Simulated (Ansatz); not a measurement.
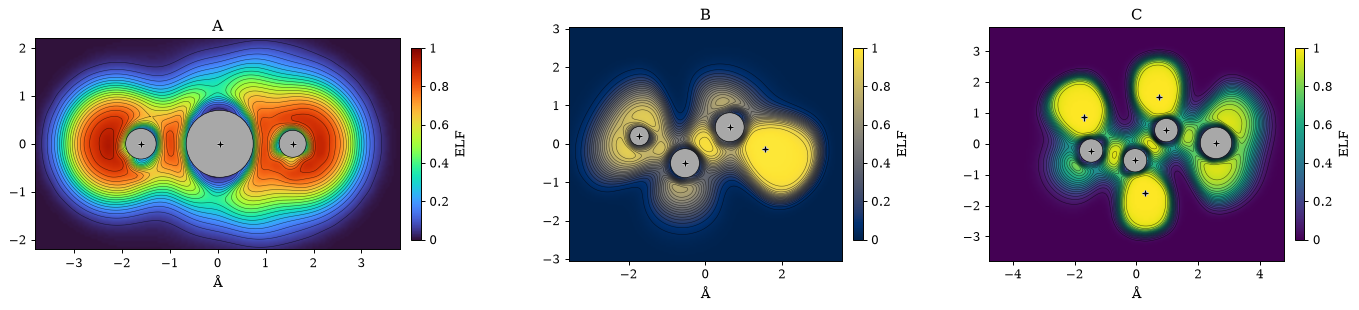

The electron localisation function of 3 systems, each on a plane through atoms (crosses mark nuclei in the plane; grey discs cover the cores).

Theory: Ansatz 0.2.0, isolated molecule in a Gaussian basis; Kohn-Sham density functional theory, functional PBE0.

System 1: C2H4F2, the plane of atoms C2, C1 and F3. Geometry: PBE0-D3(BJ)/pcseg-1.

```yaml
atoms:
  - { symbol: C, position_ang: [-0.9453, 0.0473, 0.3834] }
  - { symbol: C, position_ang: [-2.3170, 0.1024, -0.2103] }
  - { symbol: F, position_ang: [-0.8666, -0.9584, 1.3267] }
  - { symbol: F, position_ang: [-2.5330, -0.9874, -1.0307] }
  - { symbol: H, position_ang: [-0.7114, 1.0012, 0.8757] }
  - { symbol: H, position_ang: [-0.1990, -0.1543, -0.3956] }
  - { symbol: H, position_ang: [-2.4285, 1.0148, -0.8120] }
  - { symbol: H, position_ang: [-3.0771, 0.0916, 0.5812] }
```

System 2: NOSi (SMILES [N]=[Si]=O) (doublet), a plane that holds the molecular axis. Geometry: PBE0-D3(BJ)/def2-SVP.

```xyz
3

N     0.0000    0.0000   -1.6047
O     0.0000    0.0000    1.5640
Si    0.0000    0.0000    0.0407
```

System 3: C3H5Cl (SMILES C[CH][CH+]Cl) (charge +1, doublet), the plane of atoms C1, C2 and H8. Geometry: B3LYP-D3(BJ)/def2-SVP.

```yaml
atoms:
  - { symbol: C, position_ang: [-1.1505, 1.3447, 0.0549] }
  - { symbol: C, position_ang: [-0.3934, 0.3678, 0.8276] }
  - { symbol: C, position_ang: [-0.4636, 0.2638, 2.2260] }
  - { symbol: Cl, position_ang: [0.4207, -0.8687, 3.0622] }
  - { symbol: H, position_ang: [-0.4449, 1.9407, -0.5646] }
  - { symbol: H, position_ang: [-1.7913, 2.0065, 0.6509] }
  - { symbol: H, position_ang: [-1.7508, 0.8103, -0.7137] }
  - { symbol: H, position_ang: [0.2706, -0.3296, 0.2995] }
  - { symbol: H, position_ang: [-1.1020, 0.9217, 2.8283] }
```

> Match each panel to its system.

Panel A is system 2, NOSi: the plane holds N, O and Si. Si–O (1.52 Å): the ELF peaks at about 0.80 between the atoms: a polar covalent bond. Panel B is system 1, C2H4F2: the plane holds C, F and H. C–F (1.38 Å): the ELF peaks at about 0.85 between the atoms (a shared but strongly polarised pair). Panel C is system 3, C3H5Cl: the plane holds C, Cl and H. C–C (1.40 Å): the ELF peaks at about 0.95 between the atoms (localised, covalent bonding).
